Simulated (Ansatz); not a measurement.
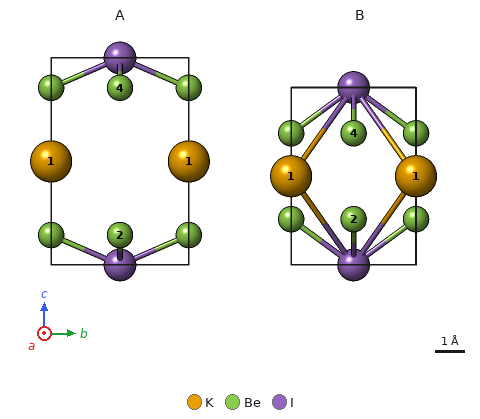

Two geometries of solid KBe$_{4}$I (a generated structure, set up in P4/mmm) (coarse preliminary run), drawn at one scale. One is the start of a relaxation, the other its converged end. A ball-and-stick model of the cell of the calculation, seen along the a axis.

Level of theory: Ansatz 0.2.0, DFT PBE, scalar-relativistic, plane waves, PAW. (plane-wave cutoff 420 eV; k-point mesh 4 × 4 × 4; occupations gaussian; smearing width 0.1 eV; no spin polarisation; cell and atoms relaxed; force threshold 0.04 eV/Å; at most 70 steps)

### Which of the two is the end point?

Structure A is the relaxed one. Over 7 accepted moves (8 points after the start) the energy falls by 358 meV per atom. Largest force component: 0.29 eV/Å at the start, 0.0062 eV/Å at the end. Pressure: 5.76 GPa at the start and 0.21 GPa at the end. The SCF was repeated once at an unchanged geometry on a basis and grid sized afresh for the cell, which shifted the energy by 4.1 meV per atom at most. The largest moves relative to the cell, 0.84 Å, are those of Be atoms. I and K stay in place. The volume changes by +41.8 %, with a = b 4.430 → 4.885 Å (+10.3 %), c 6.295 → 7.344 Å (+16.7 %). Near-neighbour distances that change, for instance: Be–K 2.689 → 3.577 Å, I–K 4.441 → 5.041 Å, Be–I 2.746 → 2.662 Å. Among the angles between lasting bonds that change: I–Be–I 107.5° → 133.1°. The space group stays P4/mmm (No. 123). Cost: 9.9 s on 1 thread of AMD EPYC 9R45 96-Core Processor (Zen 5), with other jobs on the host, peak memory 0.49 GiB.
